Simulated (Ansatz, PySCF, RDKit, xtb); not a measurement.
**CH2OSi: a search for the lowest isomer**

Only the formula CH2OSi is given. Aim: find the structure of lowest free energy at 298.15 K, then its properties.

The funnel: GFN2-xTB relaxations, single points with a density functional, relaxations at B3LYP/6-31G*, harmonic vibrations, and a last energy at a higher level. All values are calculated.

7 further runs of the same task are left out: 7 set aside as unsound or not needed.

### Step 1. Possible bonding patterns

All bonding patterns within simple valence rules are listed by program: one Lewis structure each, at most two rings and one unusual centre or charged pair. O–O, O–halogen and N–halogen bonds and N–N–N chains are not drawn. That gives 16 candidates.

c044 OC#[SiH]; c068 C1O[Si]1; c096 O=C[SiH] (triplet); c124 [C+]#[SiH-]O; c153 C1=[Si-][OH+]1; c170 [C]1O[SiH2]1 (triplet); c205 OC=[Si] (triplet); c224 O=C=[SiH2]; c311 C1O[Si]1 (triplet); c370 OC=[Si]; c460 C#[Si]O; c467 [C]1O[SiH2]1; c621 C1=[SiH]O1; c652 O=C[SiH]; c697 [CH+]=[SiH-]=O; c821 C=[Si]=O.

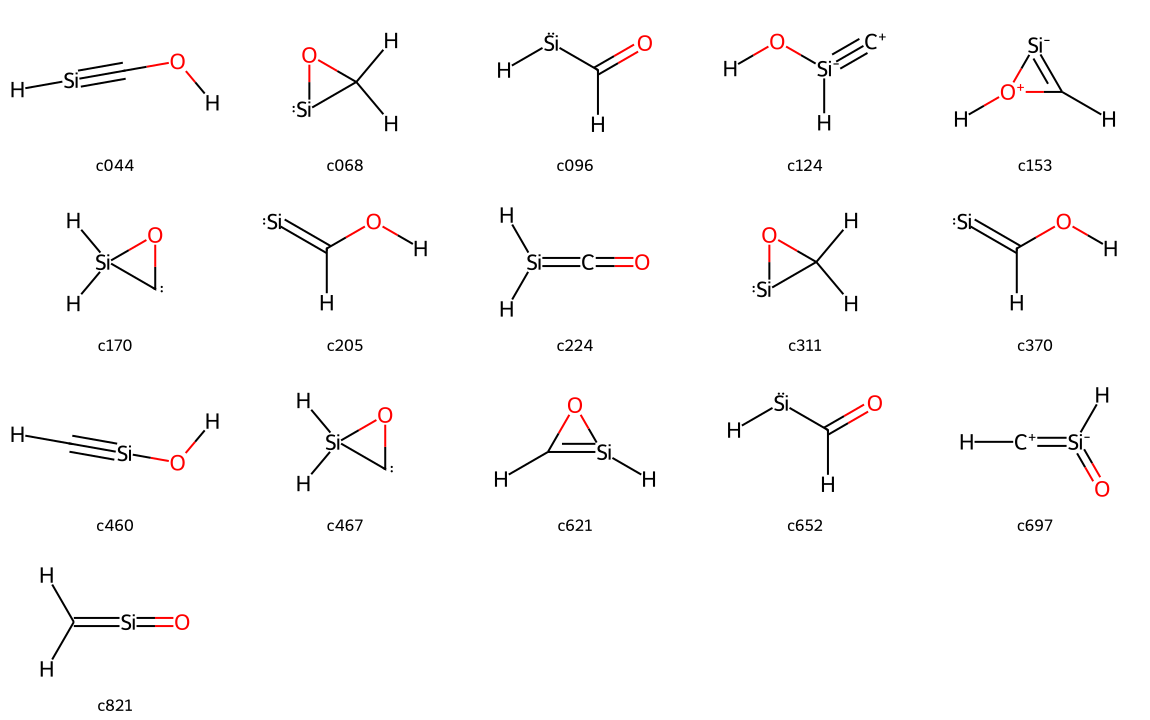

Structural formulas of the candidates.

Candidates are built by distance geometry, with a force field where one applies, in up to four conformers (letters a to d). 10 starts with atoms placed at random are added, to find patterns that the rules miss.

**Question.** With final energies at CCSD(T)/def2-TZVPP, which structure will this search put lowest in free energy, and by what margin?

| quantity | value |
| --- | --- |
| lowest structure found | C1O[Si]1, singlet, Cs |
| next finalist | [O][C][SiH2] ‡, singlet, 2.1 kcal/mol higher in G |
| share at equilibrium, among the finalists | 97.3 % |
| harmonic wavenumbers, lowest and highest (B3LYP/6-31G*) | 632 and 3174 cm⁻¹ |
| rotational constants, same geometry | 0.9096, 0.3958, 0.2918 cm⁻¹ |
| dipole moment (PBE0/def2-TZVPD) | 1.48 D |
| HOMO energy (PBE0/def2-TZVPD) | -7.02 eV |
| LUMO energy (PBE0/def2-TZVPD) | -2.27 eV |
| HOMO–LUMO gap (PBE0/def2-TZVPD) | 4.75 eV |
| lowest excitation (TD-CAM-B3LYP/def2-SVPD) | 3.30 eV (f = 0.006) |
| strongest of the states computed, same level | 7.25 eV (f = 0.257) |
| lowest triplet excitation, same level, Tamm-Dancoff | 2.56 eV |
| vertical ionisation energy | 9.32 eV |
| vertical electron affinity | 0.35 eV |
| vertical triplet less singlet | +2.47 eV |

The lowest structure found is `C1O[Si]1`. The margin, 2.1 kcal/mol, is modest. HF/STO-3G, r2SCAN-D4/def2-SVP, B3LYP/6-31G*, HF/def2-TZVPP and MP2/def2-TZVPP already put its bonding pattern lowest among the structures in one piece; GFN2-xTB favours the singlet C=[Si]=O. A large T1 diagnostic among the finalists warns that one reference determinant may not suffice. It concerns: the winner; the finalist [O][C][SiH2] ‡ (singlet); the finalist C=[Si]=O (singlet). The search is not exhaustive (a finite list of starts, one conformer a finalist), so a lower isomer can't be ruled out.

‡ marks the bonded skeleton alone, with all bonds drawn single: no Lewis structure was assigned that passes a check against the bond lengths.
